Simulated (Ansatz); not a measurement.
**Molecular dynamics of HfH2ClO2F (part 3 of 3)**

The same run, continued: HfH2ClO2F; RKS PBE0/def2-SVP (Ansatz 0.2.0). It belongs to a series of runs on one base structure; here: dynamics from the start.

### The program's output, continued
```
md step   244: t =   122.00 fs  T =   209.5 K  F+E_penalty+E_count = -20660.39767341 eV  E_kin = 0.135391 eV  conserved = -20660.26228225 eV  (32 SCF iters)
md step   245: t =   122.50 fs  T =   206.2 K  F+E_penalty+E_count = -20660.39555019 eV  E_kin = 0.133290 eV  conserved = -20660.26226014 eV  (32 SCF iters)
md step   246: t =   123.00 fs  T =   203.6 K  F+E_penalty+E_count = -20660.39380618 eV  E_kin = 0.131555 eV  conserved = -20660.26225090 eV  (32 SCF iters)
md step   247: t =   123.50 fs  T =   201.6 K  F+E_penalty+E_count = -20660.39258170 eV  E_kin = 0.130324 eV  conserved = -20660.26225730 eV  (32 SCF iters)
md step   248: t =   124.00 fs  T =   200.4 K  F+E_penalty+E_count = -20660.39177957 eV  E_kin = 0.129503 eV  conserved = -20660.26227651 eV  (32 SCF iters)
md step   249: t =   124.50 fs  T =   199.3 K  F+E_penalty+E_count = -20660.39110774 eV  E_kin = 0.128806 eV  conserved = -20660.26230134 eV  (32 SCF iters)
these checks for a lower state are left out or cut short: starts, cluster_reference, orbital_swaps, neighbouring_geometries, increment
1037 factors; integrals over basis functions are off by at most 3.9e-4 eV
mean field -20660.39018953 eV, -759.2553353497 hartree, gradient 1.4e-5 eV, S^2 0.000000; 0 other end points of the search recorded, 0 dependent functions left out
the calculation of the forces begins
reference -20660.39024625 eV, -759.2553374343 hartree; 28, 28 occupied and 74, 74 virtual orbitals, 1037 factors
1037 factors; integrals over basis functions are off by at most 3.9e-4 eV
mean field evaluation 2016: about -20660.3468 eV, gradient 2.5e-1 eV
mean field -20660.39018953 eV, -759.2553353497 hartree, gradient 1.4e-5 eV, S^2 0.000000; 1 other end points of the search recorded, 0 dependent functions left out
the calculation of the forces begins
reference -20660.39024625 eV, -759.2553374343 hartree; 28, 28 occupied and 74, 74 virtual orbitals, 1037 factors
md step   250: t =   125.00 fs  T =   197.8 K  F+E_penalty+E_count = -20660.39018953 eV  E_kin = 0.127866 eV  conserved = -20660.26232303 eV  (29 SCF iters)
```

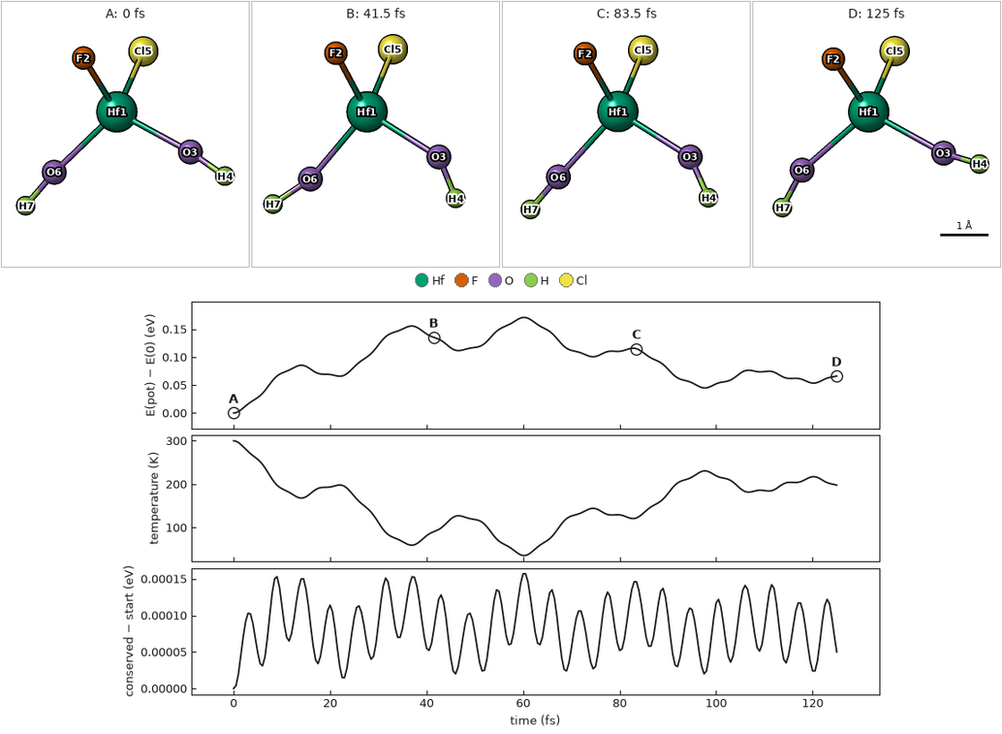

Frames of the molecular dynamics (ball-and-stick, seen at a tilt) above the curves, on which the letters mark them. The trajectory kept here has 251 frames over 125 fs. The temperature starts at 300 K, ranges from 36 to 300 K and averages 168 K over the second half. The potential energy ends 0.066 eV above its first value. The conserved quantity stays within 0.00016 eV. After an unweighted best fit of the last frame on the first, the root-mean-square displacement is 0.11 Å, and H4 has moved furthest (0.18 Å).

```
Total energy: -20660.39024625 eV, -759.2553374343 hartree
Atom 0 at    -0.016712    -0.043797     0.110155 Å, force    -0.107353    -0.438194    -0.493418 eV/Å
Atom 1 at     0.118133     0.182758     2.003985 Å, force     0.050857     0.070332    -0.109303 eV/Å
Atom 2 at     1.748559    -0.333137    -0.648140 Å, force    -0.945075     0.164554     0.421368 eV/Å
Atom 3 at     2.692374    -0.370099    -0.776030 Å, force     0.143012    -0.046491    -0.067148 eV/Å
Atom 4 at    -1.033559     1.889114    -0.900606 Å, force     0.255095    -0.387370     0.237581 eV/Å
Atom 5 at    -1.211234    -1.555419    -0.131426 Å, force     0.568751     0.603550    -0.048236 eV/Å
Atom 6 at    -1.624276    -2.311789    -0.548652 Å, force     0.034713     0.033619     0.059157 eV/Å
Dipole moment:     0.356462    -0.559318    -0.274859 e Å
```

### Trajectory as extended XYZ (Å, eV, eV/Å), 14 of the 251 frames kept, from step=0 to step=250
```
7
Properties=species:S:1:pos:R:3:forces:R:3 step=0 time_fs=0.0 energy=-20660.45626 temperature=300.0
Hf   -0.0258   -0.0431    0.1107    0.0002  -0.0002  -0.0024
F     0.1343    0.2225    1.9999    0.0000   0.0008   0.0004
O     1.7192   -0.3160   -0.6117   -0.0017  -0.0005  -0.0005
H     2.5634   -0.5438   -0.9959   -0.0001   0.0003   0.0011
Cl   -1.0101    1.8738   -0.8862    0.0008  -0.0008   0.0016
O    -1.1365   -1.5645   -0.1937    0.0001   0.0002  -0.0011
H    -1.6156   -2.3686   -0.3837    0.0006   0.0003   0.0010
7
Properties=species:S:1:pos:R:3:forces:R:3 step=19 time_fs=9.5 energy=-20660.38699 temperature=193.0
Hf   -0.0235   -0.0476    0.1173   -0.6731   1.0022  -1.0075
F     0.1277    0.2498    1.9618    0.1151   0.1079   1.2687
O     1.6967   -0.3366   -0.5913    0.2996   0.0859   0.0053
H     2.4228   -0.6731   -1.0911    0.6002  -0.2226  -0.3452
Cl   -1.0238    1.8975   -0.8859    0.1552  -0.3002   0.1300
O    -1.0877   -1.5615   -0.2395   -0.5033  -0.7025  -0.0218
H    -1.5880   -2.3717   -0.3211    0.0063   0.0293  -0.0295
7
Properties=species:S:1:pos:R:3:forces:R:3 step=38 time_fs=19.0 energy=-20660.38685 temperature=192.7
Hf   -0.0241   -0.0478    0.1196   -0.4514   0.7954  -0.9115
F     0.1256    0.2811    1.9744    0.0662  -0.0074   0.7432
O     1.7136   -0.3644   -0.5878   -0.0556   0.2348   0.2031
H     2.3137   -0.7950   -1.1804    0.4488  -0.2360  -0.3289
Cl   -1.0338    1.9140   -0.8825    0.2650  -0.5204   0.2114
O    -1.0601   -1.5872   -0.2853   -0.3190  -0.3620   0.1375
H    -1.5768   -2.3934   -0.2735    0.0460   0.0956  -0.0547
7
Properties=species:S:1:pos:R:3:forces:R:3 step=58 time_fs=29.0 energy=-20660.34539 temperature=128.5
Hf   -0.0271   -0.0442    0.1176    0.2010  -0.0093  -0.0528
F     0.1263    0.3130    2.0196   -0.0671  -0.2754  -0.7350
O     1.7495   -0.3952   -0.5937   -0.6989   0.2574   0.2501
H     2.2234   -0.9062   -1.2520    0.0570   0.0117   0.0288
Cl   -1.0374    1.9179   -0.8736    0.2931  -0.5834   0.2071
O    -1.0441   -1.6263   -0.3248    0.1467   0.4705   0.3603
H    -1.5751   -2.4211   -0.2480    0.0681   0.1285  -0.0584
7
Properties=species:S:1:pos:R:3:forces:R:3 step=77 time_fs=38.5 energy=-20660.30562 temperature=67.1
Hf   -0.0293   -0.0404    0.1152    0.4126  -0.2364   0.4583
F     0.1243    0.3311    2.0332   -0.1035  -0.3639  -1.1405
O     1.7532   -0.4142   -0.5914   -0.5049  -0.0706  -0.2139
H     2.1398   -0.9841   -1.2778   -0.1956   0.3982   0.4959
Cl   -1.0338    1.9074   -0.8601    0.1954  -0.3936   0.0810
O    -1.0209   -1.6377   -0.3435    0.2052   0.6534   0.3708
H    -1.5629   -2.4203   -0.2479   -0.0092   0.0128  -0.0516
7
Properties=species:S:1:pos:R:3:forces:R:3 step=96 time_fs=48.0 energy=-20660.34228 temperature=123.8
Hf   -0.0295   -0.0376    0.1148    0.1259   0.1485   0.3510
F     0.1180    0.3335    1.9995   -0.0227  -0.2174  -0.2559
O     1.7208   -0.4206   -0.5812    0.3175  -0.2809  -0.5639
H     2.0693   -1.0282   -1.2556   -0.1065   0.4299   0.4777
Cl   -1.0255    1.8877   -0.8448   -0.0071   0.0074  -0.1383
O    -0.9905   -1.6198   -0.3428   -0.2051   0.0421   0.1858
H    -1.5413   -2.3952   -0.2728   -0.1019  -0.1296  -0.0564
7
Properties=species:S:1:pos:R:3:forces:R:3 step=115 time_fs=57.5 energy=-20660.29618 temperature=52.4
Hf   -0.0291   -0.0341    0.1158   -0.2453   0.2163  -0.3911
F     0.1108    0.3264    1.9564    0.1021   0.0441   1.1436
O     1.6922   -0.4217   -0.5783    0.8712  -0.0622  -0.4090
H     2.0500   -1.0497   -1.2090    0.1676   0.0398   0.0147
Cl   -1.0174    1.8682   -0.8328   -0.2159   0.4268  -0.3445
O    -0.9750   -1.6049   -0.3313   -0.5773  -0.5275   0.0392
H    -1.5306   -2.3792   -0.3250   -0.1024  -0.1373  -0.0529
7
Properties=species:S:1:pos:R:3:forces:R:3 step=135 time_fs=67.5 energy=-20660.32798 temperature=101.6
Hf   -0.0295   -0.0299    0.1150    0.0858  -0.7270  -0.5836
F     0.1077    0.3200    1.9612    0.0925   0.0467   0.9987
O     1.7052   -0.4233   -0.5946    0.1046   0.4216   0.1624
H     2.1107   -1.0652   -1.1658    0.3327  -0.2833  -0.2891
Cl   -1.0144    1.8585   -0.8291   -0.2989   0.6006  -0.4140
O    -0.9916   -1.6181   -0.3156   -0.3163  -0.0777   0.1294
H    -1.5439   -2.3930   -0.4033   -0.0004   0.0192  -0.0037
7
Properties=species:S:1:pos:R:3:forces:R:3 step=154 time_fs=77.0 energy=-20660.34773 temperature=132.3
Hf   -0.0296   -0.0292    0.1117    0.6346  -1.3074   0.1889
F     0.1088    0.3154    2.0082   -0.0224  -0.1787  -0.4392
O     1.7356   -0.4196   -0.6173   -0.9593   0.7376   0.6154
H     2.2183   -1.0594   -1.1230    0.3654  -0.3693  -0.3238
Cl   -1.0187    1.8637   -0.8357   -0.2002   0.4128  -0.3117
O    -1.0243   -1.6341   -0.2935    0.0738   0.5156   0.2042
H    -1.5624   -2.4055   -0.4809    0.1082   0.1893   0.0662
7
Properties=species:S:1:pos:R:3:forces:R:3 step=173 time_fs=86.5 energy=-20660.35771 temperature=147.6
Hf   -0.0269   -0.0344    0.1093    0.6344  -0.6775   0.7438
F     0.1092    0.3031    2.0382   -0.0677  -0.2933  -1.1573
O     1.7383   -0.4021   -0.6286   -0.7658   0.2821   0.3427
H     2.3323   -1.0151   -1.0627    0.0260   0.0521  -0.0005
Cl   -1.0278    1.8787   -0.8498   -0.0120   0.0453  -0.1259
O    -1.0515   -1.6208   -0.2600    0.1000   0.4396   0.1059
H    -1.5644   -2.3804   -0.5408    0.0851   0.1516   0.0914
7
Properties=species:S:1:pos:R:3:forces:R:3 step=192 time_fs=96.0 energy=-20660.40670 temperature=223.4
Hf   -0.0214   -0.0426    0.1103   -0.0266   0.7346   0.6289
F     0.1069    0.2781    2.0202   -0.0016  -0.2077  -0.6130
O     1.7080   -0.3748   -0.6263    0.5790  -0.3743  -0.2287
H     2.4303   -0.9144   -0.9783   -0.4146   0.4136   0.1996
Cl   -1.0372    1.8949   -0.8670    0.1558  -0.2763   0.0468
O    -1.0724   -1.5825   -0.2198   -0.2486  -0.2337  -0.0784
H    -1.5542   -2.3267   -0.5742   -0.0434  -0.0562   0.0449
7
Properties=species:S:1:pos:R:3:forces:R:3 step=212 time_fs=106.0 energy=-20660.38056 temperature=183.1
Hf   -0.0159   -0.0477    0.1140   -0.9080   1.2981  -0.5272
F     0.1048    0.2423    1.9755    0.1276   0.0398   0.8244
O     1.6858   -0.3507   -0.6257    1.5735  -0.5438  -0.4829
H     2.5287   -0.7512   -0.8861   -0.5816   0.3564   0.1340
Cl   -1.0430    1.9049   -0.8839    0.2670  -0.4599   0.1851
O    -1.1085   -1.5548   -0.1818   -0.3696  -0.5160  -0.1330
H    -1.5597   -2.2900   -0.5861   -0.1091  -0.1747  -0.0004
7
Properties=species:S:1:pos:R:3:forces:R:3 step=231 time_fs=115.5 energy=-20660.39435 temperature=204.3
Hf   -0.0145   -0.0467    0.1151   -0.8110   0.3660  -1.3797
F     0.1082    0.2095    1.9664    0.1536   0.1524   1.1703
O     1.7091   -0.3401   -0.6376    0.7037  -0.1700  -0.0647
H     2.6287   -0.5643   -0.8209   -0.4504   0.1172   0.0310
Cl   -1.0420    1.9030   -0.8954    0.3063  -0.4998   0.2637
O    -1.1624   -1.5563   -0.1543    0.1537   0.1449  -0.0270
H    -1.5905   -2.2956   -0.5793   -0.0560  -0.1106   0.0064
7
Properties=species:S:1:pos:R:3:forces:R:3 step=250 time_fs=125.0 energy=-20660.39019 temperature=197.8
Hf   -0.0167   -0.0438    0.1102   -0.1074  -0.4382  -0.4934
F     0.1181    0.1828    2.0040    0.0509   0.0703  -0.1093
O     1.7486   -0.3331   -0.6481   -0.9451   0.1646   0.4214
H     2.6924   -0.3701   -0.7760    0.1430  -0.0465  -0.0671
Cl   -1.0336    1.8891   -0.9006    0.2551  -0.3874   0.2376
O    -1.2112   -1.5554   -0.1314    0.5688   0.6036  -0.0482
H    -1.6243   -2.3118   -0.5487    0.0347   0.0336   0.0592
```

This output came from the following input.

### The input
```yaml
crystal:
  periodic: [false, false, false]
  atoms:
    - { symbol: Hf, position_ang: [-0.025802, -0.043109, 0.110674] }
    - { symbol: F, position_ang: [0.134347, 0.222476, 1.999853] }
    - { symbol: O, position_ang: [1.719213, -0.315989, -0.611666] }
    - { symbol: H, position_ang: [2.563362, -0.543828, -0.995895] }
    - { symbol: Cl, position_ang: [-1.010119, 1.873815, -0.886232] }
    - { symbol: O, position_ang: [-1.136531, -1.564489, -0.193724] }
    - { symbol: H, position_ang: [-1.615569, -2.368575, -0.383709] }
basis:
  gaussian: { orbitals: def2-SVP }
hamiltonian:
  xc: pbe0
md:
  timestep: 0.5
  n_steps: 250
  ensemble: nve
  temperature: 300.0
  initial_velocities: maxwell_boltzmann
  seed: 260139
  masses: [{ species: H, mass: 2.014 }]
```

Run as:
```bash
ansatz run input.yaml --threads 2 --pin off --max-ram 3072MiB --backend cpu --events-out ev --progress --plain --runs-dir out
```

### Key numbers

| quantity | value |
| --- | --- |
| outcome | finished |
| mean temperature over the second half | 168 K |
| trajectory | 250 steps, 125 fs |
| ensemble | nve |
| temperature in the input | 300.0 K |
| time step | 0.5 fs |
| potential energy (last step) | −20660.3902 eV |
| mean-field energy (last step) | −20660.3902 eV |
| largest force (length of the vector) (last step) | 1.048 eV/Å |
| hardware | 2 threads of Arm Neoverse V2, 24 GiB of memory available, shared host |
| wall time | 13 min (CPU time 26 min) |
| peak memory | 0.22 GiB |

### Notes

So short a trajectory is not equilibrated.
